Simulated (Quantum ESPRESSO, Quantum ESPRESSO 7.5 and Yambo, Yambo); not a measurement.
# A GW chain in Yambo: PtS2 (1T monolayer)

Aim: the G0W0 gap of PtS2 (1T monolayer) on PBE, step by step.

Program: Quantum ESPRESSO 7.5 and Yambo 5.3.0. Level of theory: PBE and many-body steps on it, plane waves. Results are calculated unless marked as measured.

**1. Set-up**

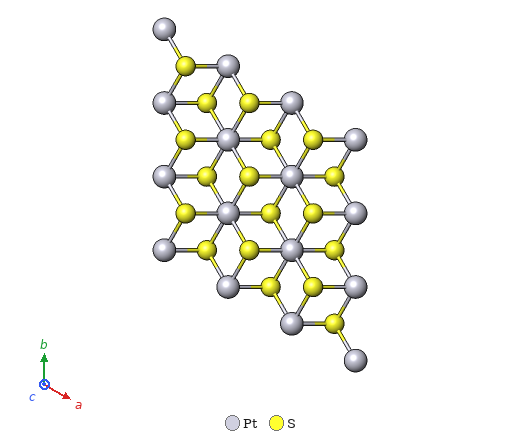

The starting structure, seen from above (platinum light grey, sulfur yellow). 3×3×1 cells are drawn. Some periodic images of atoms are drawn too.

The cell holds 3 atoms: 1 Pt and 2 S. Its edges and angles: a = 3.574 Å, b = 3.574 Å, c = 15.000 Å, α = 90.0°, β = 90.0°, γ = 120.0°. Vacuum lies along c.

The structure was relaxed with PBE. The runs that relaxed it are not among those shown. Spin-orbit coupling is left out unless a step names it.

**2. Ground state**

This step: Quantum ESPRESSO 7.5; DFT, PBE, plane waves, norm-conserving pseudopotentials.

The ground-state density comes first.

Input file pw.in:

```
&control
  calculation = 'scf'
  prefix = 'x'
  outdir = 'o'
  pseudo_dir = 'pseudo'
/
&system
  ibrav = 0
  nat = 3
  ntyp = 2
  ecutwfc = 76.0
  nbnd = 20
  force_symmorphic = .true.
/
&electrons
  conv_thr = 1e-10
  electron_maxstep = 80
  mixing_beta = 0.5
/
ATOMIC_SPECIES
  Pt 195.08 Pt.upf
  S 32.06 S.upf
CELL_PARAMETERS angstrom
  3.5735305101 -0.0000000000 0.0000000000
  -1.7867652550 3.0947682029 0.0000000000
  0.0000000000 0.0000000000 15.0000000000
ATOMIC_POSITIONS crystal
  Pt 0.0000000000 0.0000000000 0.5000000000
  S 0.3333333333 0.6666666667 0.5818569087
  S 0.6666666667 0.3333333333 0.4181430913
K_POINTS automatic
  12 12 1 0 0 0
```

Started as:

```
OMP_NUM_THREADS=1 mpirun -n 8 pw.x -nk 8 -in pw.in > pw.out
```

Log:

```text
Program PWSCF v.7.5 starts

     This program is part of the open-source Quantum ESPRESSO suite
     for quantum simulation of materials; please cite
         "P. Giannozzi et al., J. Phys.:Condens. Matter 21 395502 (2009);
         "P. Giannozzi et al., J. Phys.:Condens. Matter 29 465901 (2017);
         "P. Giannozzi et al., J. Chem. Phys. 152 154105 (2020);
     in publications or presentations arising from this work. More details at
     Message from routine setup:
     using ibrav=0 with symmetry is DISCOURAGED, use correct ibrav instead

     G-vector sticks info

     bravais-lattice index     =            0
     lattice parameter (alat)  =       6.7530  a.u.
     unit-cell volume          =    1119.4726 (a.u.)^3
     number of atoms/cell      =            3
     number of atomic types    =            2
     number of electrons       =        30.00
     number of Kohn-Sham states=           20
     kinetic-energy cutoff     =      76.0000  Ry
     charge density cutoff     =     304.0000  Ry
     scf convergence threshold =      1.0E-10
     mixing beta               =       0.5000
     number of iterations used =            8  plain     mixing
     Exchange-correlation= PBE
                           (   1   4   3   4   0   0   0)

     celldm(1)=   6.752994  celldm(2)=   0.000000  celldm(3)=   0.000000
     celldm(4)=   0.000000  celldm(5)=   0.000000  celldm(6)=   0.000000

     crystal axes: (cart. coord. in units of alat)
               a(1) = (   1.000000  -0.000000   0.000000 )
               a(2) = (  -0.500000   0.866025   0.000000 )
               a(3) = (   0.000000   0.000000   4.197530 )

     reciprocal axes: (cart. coord. in units 2 pi/alat)
               b(1) = (  1.000000  0.577350 -0.000000 )
               b(2) = (  0.000000  1.154701 -0.000000 )
               b(3) = ( -0.000000 -0.000000  0.238235 )
     Pseudo is Norm-conserving + core correction, Zval = 18.0
     Generated using ONCVPSP code by D. R. Hamann
     Using radial grid of 1374 points,  8 beta functions with:
     Pseudo is Norm-conserving + core correction, Zval =  6.0
     Generated using ONCVPSP code by D. R. Hamann
     Using radial grid of 1146 points,  6 beta functions with:
     Pt               18.00   195.08000     Pt( 1.00)
     S                 6.00    32.06000     S ( 1.00)

     12 Sym. Ops., with inversion, found

   Cartesian axes

     site n.     atom                  positions (alat units)
         1        Pt     tau(   1) = (   0.0000000   0.0000000   2.0987648  )
         2        S      tau(   2) = (  -0.0000000   0.5773503   2.4423616  )
         3        S      tau(   3) = (   0.5000000   0.2886751   1.7551680  )

     number of k points=    19
                       cart. coord. in units 2pi/alat
        k(    1) = (   0.0000000   0.0000000   0.0000000), wk =   0.0138889
        k(    2) = (   0.0000000   0.0962250   0.0000000), wk =   0.0833333
        k(    3) = (   0.0000000   0.1924501   0.0000000), wk =   0.0833333
        k(    4) = (   0.0000000   0.2886751   0.0000000), wk =   0.0833333
        k(    5) = (   0.0000000   0.3849002   0.0000000), wk =   0.0833333
        k(    6) = (   0.0000000   0.4811252   0.0000000), wk =   0.0833333
        k(    7) = (   0.0000000  -0.5773503   0.0000000), wk =   0.0416667
        k(    8) = (   0.0833333   0.1443376   0.0000000), wk =   0.0833333
        k(    9) = (   0.0833333   0.2405626   0.0000000), wk =   0.1666667
        k(   10) = (   0.0833333   0.3367877   0.0000000), wk =   0.1666667
     [... 7 further rows ...]
        k(   18) = (   0.2500000   0.5292377   0.0000000), wk =   0.1666667
        k(   19) = (   0.3333333   0.5773503   0.0000000), wk =   0.0277778

     Dense  grid:   100255 G-vectors     FFT dimensions: (  40,  40, 160)

     Initial potential from superposition of free atoms

     starting charge      29.9998, renormalised to      30.0000
     Starting wfcs are   18 randomized atomic wfcs +    2 random wfcs

     per-process dynamical memory:    73.8 Mb

     Self-consistent Calculation

     iteration #  1     ecut=    76.00 Ry     beta= 0.50

     total energy              =    -305.18150910 Ry
     estimated scf accuracy    <       0.49951251 Ry

     iteration #  2     ecut=    76.00 Ry     beta= 0.50

     total energy              =    -305.29405972 Ry
     estimated scf accuracy    <       0.77686752 Ry

     iteration #  3     ecut=    76.00 Ry     beta= 0.50

     total energy              =    -305.41133732 Ry
     estimated scf accuracy    <       0.00572646 Ry

     iteration #  4     ecut=    76.00 Ry     beta= 0.50

     total energy              =    -305.41226791 Ry
     estimated scf accuracy    <       0.00169075 Ry

     iteration #  5     ecut=    76.00 Ry     beta= 0.50

     total energy              =    -305.41252339 Ry
     estimated scf accuracy    <       0.00001068 Ry

     iteration #  6     ecut=    76.00 Ry     beta= 0.50

     total energy              =    -305.41253206 Ry
     estimated scf accuracy    <       0.00000052 Ry

     iteration #  7     ecut=    76.00 Ry     beta= 0.50

     total energy              =    -305.41253224 Ry
     estimated scf accuracy    <       0.00000008 Ry

     iteration #  8     ecut=    76.00 Ry     beta= 0.50

     total energy              =    -305.41253225 Ry
     estimated scf accuracy    <       0.00000002 Ry

     iteration #  9     ecut=    76.00 Ry     beta= 0.50

     total energy              =    -305.41253226 Ry
     estimated scf accuracy    <          9.0E-10 Ry

     iteration # 10     ecut=    76.00 Ry     beta= 0.50

     total energy              =    -305.41253226 Ry
     estimated scf accuracy    <          1.7E-10 Ry

     iteration # 11     ecut=    76.00 Ry     beta= 0.50

     End of self-consistent calculation

          k = 0.0000 0.0000 0.0000 ( 12619 PWs)   bands (ev):

   -99.5270 -53.6730 -53.6730 -53.5680 -14.8772 -12.6541  -6.4167  -6.4167
    -6.0352  -3.7253  -3.7253  -1.6633  -1.5514  -1.1800  -1.1800   2.3042
     2.3042   4.4767   4.9648   5.4783

          k = 0.0000 0.0962 0.0000 ( 12571 PWs)   bands (ev):

   -99.5270 -53.6743 -53.6733 -53.5678 -14.7917 -12.6754  -6.4046  -6.3626
    -5.9577  -3.8585  -3.7978  -2.0739  -1.4183  -1.1376  -0.9849   1.8855
     2.1884   4.6782   5.1941   5.7633

          k = 0.0000 0.1925 0.0000 ( 12560 PWs)   bands (ev):

   -99.5269 -53.6779 -53.6743 -53.5673 -14.5457 -12.7340  -6.3531  -6.2172
    -5.7404  -4.2973  -3.9446  -2.6018  -1.1482  -1.1168  -0.9172   1.1476
     1.9722   5.1528   5.5708   5.9812

          k = 0.0000 0.2887 0.0000 ( 12528 PWs)   bands (ev):

     [... further k-points ...]

     highest occupied, lowest unoccupied level (ev):    -0.8916    0.8753

!    total energy              =    -305.41253226 Ry
     estimated scf accuracy    <          1.1E-11 Ry

     The total energy is the sum of the following terms:
     one-electron contribution =    -938.54024196 Ry
     hartree contribution      =     468.67556006 Ry
     xc contribution           =     -60.14722001 Ry
     ewald contribution        =     224.59936967 Ry

     convergence has been achieved in  11 iterations

     XML data file, charge density, pseudopotentials, collected wavefunctions

=------------------------------------------------------------------------------=
   JOB DONE.
=------------------------------------------------------------------------------=
```

Wall time 14 s (8 MPI ranks of Arm Neoverse V2, shared host); peak memory 0.95 GiB.

Numbers from this step:

* total energy: -4155.3492 eV
* gap: 1.767 eV
* k of the valence top: 0.1667, 0.1667, 0
* k of the conduction bottom: 0, 0.25, 0
* least direct gap: 1.907 eV

The gap is indirect, with the least direct gap 0.14 eV higher.

**3. Bands along the symmetry lines**

The cheap functional maps the bands first; the places of the edges decide which points the dearer methods must see.

Input file pw.in:

```
&control
  calculation = 'bands'
  prefix = 'x'
  outdir = 'o'
  pseudo_dir = 'pseudo'
/
&system
  ibrav = 0
  nat = 3
  ntyp = 2
  ecutwfc = 76.0
  nbnd = 21
  force_symmorphic = .true.
/
&electrons
  conv_thr = 1e-9
  electron_maxstep = 80
  diago_full_acc = .true.
  diago_thr_init = 5e-6
/
ATOMIC_SPECIES
  Pt 195.08 Pt.upf
  S 32.06 S.upf
CELL_PARAMETERS angstrom
  3.5735305101 -0.0000000000 0.0000000000
  -1.7867652550 3.0947682029 0.0000000000
  0.0000000000 0.0000000000 15.0000000000
ATOMIC_POSITIONS crystal
  Pt 0.0000000000 0.0000000000 0.5000000000
  S 0.3333333333 0.6666666667 0.5818569087
  S 0.6666666667 0.3333333333 0.4181430913
K_POINTS crystal
  25
  0.00000000 0.00000000 0.00000000 1
  0.06250000 0.00000000 0.00000000 1
  0.12500000 0.00000000 0.00000000 1
  0.18750000 0.00000000 0.00000000 1
  0.25000000 0.00000000 0.00000000 1
  0.31250000 0.00000000 0.00000000 1
  0.37500000 0.00000000 0.00000000 1
  0.43750000 0.00000000 0.00000000 1
  0.50000000 0.00000000 0.00000000 1
  0.47916667 0.04166667 0.00000000 1
  0.45833333 0.08333333 0.00000000 1
  0.43750000 0.12500000 0.00000000 1
  0.41666666 0.16666666 0.00000000 1
  0.39583333 0.20833333 0.00000000 1
  0.37500000 0.25000000 0.00000000 1
  0.35416666 0.29166666 0.00000000 1
  0.33333333 0.33333333 0.00000000 1
  0.29166666 0.29166666 0.00000000 1
  0.25000000 0.25000000 0.00000000 1
  0.20833333 0.20833333 0.00000000 1
  0.16666666 0.16666666 0.00000000 1
  0.12500000 0.12500000 0.00000000 1
  0.08333333 0.08333333 0.00000000 1
  0.04166667 0.04166667 0.00000000 1
  0.00000000 0.00000000 0.00000000 1
```

Log:

```text
[banner, memory and clock lines left out]
Program PWSCF v.7.5 starts

     Atomic positions and unit cell read from directory:
     o/x.save/

     Message from routine setup:
     using ibrav=0 with symmetry is DISCOURAGED, use correct ibrav instead

     G-vector sticks info

     bravais-lattice index     =            0
     lattice parameter (alat)  =       6.7530  a.u.
     unit-cell volume          =    1119.4726 (a.u.)^3
     number of atoms/cell      =            3
     number of atomic types    =            2
     number of electrons       =        30.00
     number of Kohn-Sham states=           21
     kinetic-energy cutoff     =      76.0000  Ry
     charge density cutoff     =     304.0000  Ry
     Exchange-correlation= PBE
                           (   1   4   3   4   0   0   0)

     celldm(1)=   6.752994  celldm(2)=   0.000000  celldm(3)=   0.000000
     celldm(4)=   0.000000  celldm(5)=   0.000000  celldm(6)=   0.000000

     crystal axes: (cart. coord. in units of alat)
               a(1) = (   1.000000  -0.000000   0.000000 )
               a(2) = (  -0.500000   0.866025   0.000000 )
               a(3) = (   0.000000   0.000000   4.197530 )

     reciprocal axes: (cart. coord. in units 2 pi/alat)
               b(1) = (  1.000000  0.577350 -0.000000 )
               b(2) = (  0.000000  1.154701 -0.000000 )
               b(3) = ( -0.000000 -0.000000  0.238235 )
     Pseudo is Norm-conserving + core correction, Zval = 18.0
     Generated using ONCVPSP code by D. R. Hamann
     Using radial grid of 1374 points,  8 beta functions with:
     Pseudo is Norm-conserving + core correction, Zval =  6.0
     Generated using ONCVPSP code by D. R. Hamann
     Using radial grid of 1146 points,  6 beta functions with:
     Pt               18.00   195.08000     Pt( 1.00)
     S                 6.00    32.06000     S ( 1.00)

     12 Sym. Ops., with inversion, found

   Cartesian axes

     site n.     atom                  positions (alat units)
         1        Pt     tau(   1) = (   0.0000000   0.0000000   2.0987648  )
         2        S      tau(   2) = (  -0.0000000   0.5773503   2.4423616  )
         3        S      tau(   3) = (   0.5000000   0.2886751   1.7551680  )

     number of k points=    25
                       cart. coord. in units 2pi/alat
        k(    1) = (   0.0000000   0.0000000   0.0000000), wk =   0.0800000
        k(    2) = (   0.0625000   0.0360844   0.0000000), wk =   0.0800000
        k(    3) = (   0.1250000   0.0721688   0.0000000), wk =   0.0800000
[...]
[... 13 further rows ...]
        k(   24) = (   0.0416667   0.0721688   0.0000000), wk =   0.0800000
        k(   25) = (   0.0000000   0.0000000   0.0000000), wk =   0.0800000

     Dense  grid:   100255 G-vectors     FFT dimensions: (  40,  40, 160)

     The potential is recalculated from file :
     o/x.save/charge-density

     Starting wfcs are   18 randomized atomic wfcs +    3 random wfcs

     Band Structure Calculation

     End of band structure calculation

          k = 0.0000 0.0000 0.0000 ( 12619 PWs)   bands (ev):

   -99.5269 -53.6730 -53.6730 -53.5679 -14.8772 -12.6541  -6.4166  -6.4166
    -6.0351  -3.7253  -3.7252  -1.6633  -1.5514  -1.1800  -1.1800   2.3042
     2.3042   4.4767   4.9648   5.4783   5.8051

          k = 0.0625 0.0361 0.0000 ( 12589 PWs)   bands (ev):

   -99.5269 -53.6737 -53.6731 -53.5678 -14.8289 -12.6662  -6.4102  -6.3859
[...]
2.2358   4.5936   5.1105   5.6432   5.9025

          k = 0.1250 0.0722 0.0000 ( 12568 PWs)   bands (ev):

[...]
2.0775   4.8949   5.3757   5.9942   6.1831

[...]
k = 0.0417 0.0722 0.0000 ( 12589 PWs)   bands (ev):

[...]
2.2061   4.6308   5.1489   5.6994   5.9343

          k = 0.0000 0.0000 0.0000 ( 12619 PWs)   bands (ev):

   -99.5269 -53.6730 -53.6730 -53.5679 -14.8772 -12.6541  -6.4166  -6.4166
    -6.0351  -3.7253  -3.7252  -1.6633  -1.5514  -1.1800  -1.1800   2.3042
     2.3042   4.4767   4.9648   5.4783   5.8051

     XML data file, pseudopotentials, collected wavefunctions
```

Wall time 6.9 s (8 MPI ranks); peak memory 0.8 GiB; 54 s of CPU time.

This step gave:

* gap: 1.767 eV
* k of the valence top: 0.1667, 0.1667, 0
* k of the conduction bottom: 0.25, 0, 0
* least direct gap: 1.907 eV

The gap is 1.767 eV, as in the run before at this level.

Electronic bands along the path, in eV, zero at the top of the highest filled band:

```tsv
point	band 12	band 13	band 14	band 15	band 16	band 17	band 18	band 19
Γ	-0.77	-0.66	-0.29	-0.29	3.20	3.20	5.37	5.86
M	-2.10	-2.02	-1.67	-1.37	2.79	2.98	5.52	6.76
K	-2.44	-2.23	-0.71	-0.71	2.15	2.15	6.86	8.97
Γ	-0.77	-0.66	-0.29	-0.29	3.20	3.20	5.37	5.86
```

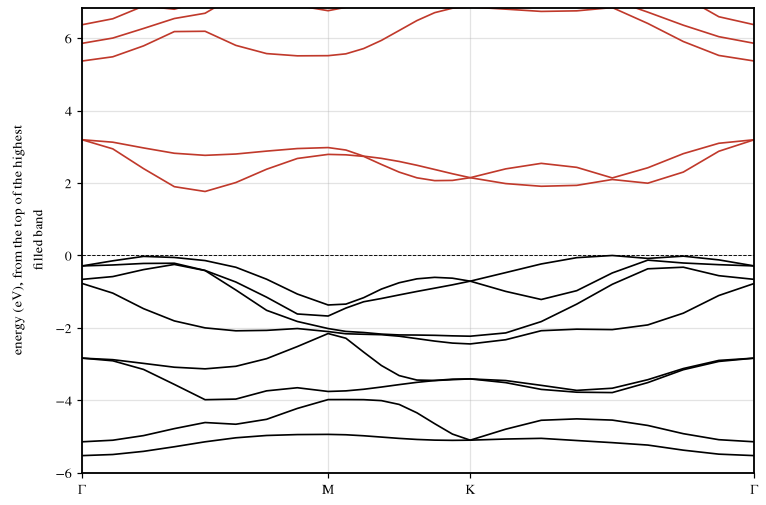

Electronic bands along the path; lines of filled and empty bands in two colours.

**4. Empty states on the mesh, 6×6×1 mesh, 449 bands**

The sums over transitions need many empty states on a uniform mesh; this step solves for them.

Input file pw.in:

```
&control
  calculation = 'nscf'
  prefix = 'x'
  outdir = 'o'
  pseudo_dir = 'pseudo'
/
&system
  ibrav = 0
  nat = 3
  ntyp = 2
  ecutwfc = 76.0
  nbnd = 449
  force_symmorphic = .true.
/
&electrons
  conv_thr = 1e-9
  electron_maxstep = 80
  diago_full_acc = .true.
  diago_thr_init = 5e-6
/
ATOMIC_SPECIES
  Pt 195.08 Pt.upf
  S 32.06 S.upf
CELL_PARAMETERS angstrom
  3.5735305101 -0.0000000000 0.0000000000
  -1.7867652550 3.0947682029 0.0000000000
  0.0000000000 0.0000000000 15.0000000000
ATOMIC_POSITIONS crystal
  Pt 0.0000000000 0.0000000000 0.5000000000
  S 0.3333333333 0.6666666667 0.5818569087
  S 0.6666666667 0.3333333333 0.4181430913
K_POINTS automatic
  6 6 1 0 0 0
```

Started as:

```
OMP_NUM_THREADS=1 mpirun -n 8 pw.x -nk 4 -in pw.in > pw.out
```

Log:

```text
[banner, memory and clock lines left out]
Program PWSCF v.7.5 starts

     Atomic positions and unit cell read from directory:
     o/x.save/

     Message from routine setup:
     using ibrav=0 with symmetry is DISCOURAGED, use correct ibrav instead

     bravais-lattice index     =            0
     lattice parameter (alat)  =       6.7530  a.u.
     unit-cell volume          =    1119.4726 (a.u.)^3
     number of atoms/cell      =            3
     number of atomic types    =            2
     number of electrons       =        30.00
     number of Kohn-Sham states=          449
     kinetic-energy cutoff     =      76.0000  Ry
     charge density cutoff     =     304.0000  Ry
     Exchange-correlation= PBE
                           (   1   4   3   4   0   0   0)

     celldm(1)=   6.752994  celldm(2)=   0.000000  celldm(3)=   0.000000
     celldm(4)=   0.000000  celldm(5)=   0.000000  celldm(6)=   0.000000

     crystal axes: (cart. coord. in units of alat)
               a(1) = (   1.000000  -0.000000   0.000000 )
               a(2) = (  -0.500000   0.866025   0.000000 )
               a(3) = (   0.000000   0.000000   4.197530 )

     reciprocal axes: (cart. coord. in units 2 pi/alat)
               b(1) = (  1.000000  0.577350 -0.000000 )
               b(2) = (  0.000000  1.154701 -0.000000 )
               b(3) = ( -0.000000 -0.000000  0.238235 )
     Pseudo is Norm-conserving + core correction, Zval = 18.0
     Generated using ONCVPSP code by D. R. Hamann
     Using radial grid of 1374 points,  8 beta functions with:
     Pseudo is Norm-conserving + core correction, Zval =  6.0
     Generated using ONCVPSP code by D. R. Hamann
     Using radial grid of 1146 points,  6 beta functions with:
     Pt               18.00   195.08000     Pt( 1.00)
     S                 6.00    32.06000     S ( 1.00)

     12 Sym. Ops., with inversion, found

   Cartesian axes

     site n.     atom                  positions (alat units)
         1        Pt     tau(   1) = (   0.0000000   0.0000000   2.0987648  )
         2        S      tau(   2) = (  -0.0000000   0.5773503   2.4423616  )
         3        S      tau(   3) = (   0.5000000   0.2886751   1.7551680  )

     number of k points=     7
                       cart. coord. in units 2pi/alat
        k(    1) = (   0.0000000   0.0000000   0.0000000), wk =   0.0555556
        k(    2) = (   0.0000000   0.1924501   0.0000000), wk =   0.3333333
        k(    3) = (   0.0000000   0.3849002   0.0000000), wk =   0.3333333
        k(    4) = (   0.0000000  -0.5773503   0.0000000), wk =   0.1666667
        k(    5) = (   0.1666667   0.2886751   0.0000000), wk =   0.3333333
        k(    6) = (   0.1666667   0.4811252   0.0000000), wk =   0.6666667
        k(    7) = (   0.3333333   0.5773503   0.0000000), wk =   0.1111111

     Dense  grid:   100255 G-vectors     FFT dimensions: (  40,  40, 160)

     The potential is recalculated from file :
     o/x.save/charge-density

     Starting wfcs are   18 randomized atomic wfcs +  431 random wfcs

     Band Structure Calculation

     End of band structure calculation

          k = 0.0000 0.0000 0.0000 ( 12619 PWs)   bands (ev):

   -99.5269 -53.6730 -53.6730 -53.5679 -14.8772 -12.6541  -6.4166  -6.4166
    -6.0351  -3.7253  -3.7253  -1.6633  -1.5514  -1.1800  -1.1800   2.3042
     2.3042   4.4767   4.9648   5.4783   5.8051   7.4457   7.8606   7.8606
[...]
[... 45 further rows ...]
[...]
112.7112

          k = 0.0000 0.1925 0.0000 ( 12560 PWs)   bands (ev):

[...]
[... 45 further rows ...]
[...]
110.2018

          k = 0.0000 0.3849 0.0000 ( 12540 PWs)   bands (ev):

[...]
29.2747  29.2888  29.5043  29.5060  30.0552  30.8745  31.0773  31.2221
     [... 45 further rows ...]
   107.2431 107.5020 107.6476 107.8176 107.8981 108.1865 108.2715 108.3786
   108.4136

          k = 0.0000-0.5774 0.0000 ( 12518 PWs)   bands (ev):

     [... further k-points ...]

     highest occupied, lowest unoccupied level (ev):    -0.8916    1.1476

     XML data file, pseudopotentials, collected wavefunctions
```

Wall time 96 s (8 MPI ranks); peak memory 2.5 GiB.

This step gave:

```yaml
gap: 2.039 eV
k_of_the_valence_top: 0.1667, 0.1667, 0
k_of_the_conduction_bottom: 0, 0.1667, 0
least_direct_gap: 2.065 eV
k_points_computed: 7
lowest_point_of_the_top_converged_band_above_the_valence_top: 108.0712 eV
```

On this mesh the gap is 2.039 eV. The earlier step found 1.767 eV, so this mesh misses an edge.

(Part 1 of 2 ends here.)

[Paths, hosts, dates, memory and timing lines, banners, echoed tables and standing remarks are left out of the program output.]

[Logs are printed without paths, hosts, clocks, repeated set-up lines and the standing remarks that a program may print on its own settings, such as how far it seeks lower states.]

[Runs of the session that timed out or met a known fault of the program may be left out.]

[Hosts, paths, dates, database ids (printed as entryN), source tags and the programs' standing remarks are cut or masked in the printed files.]
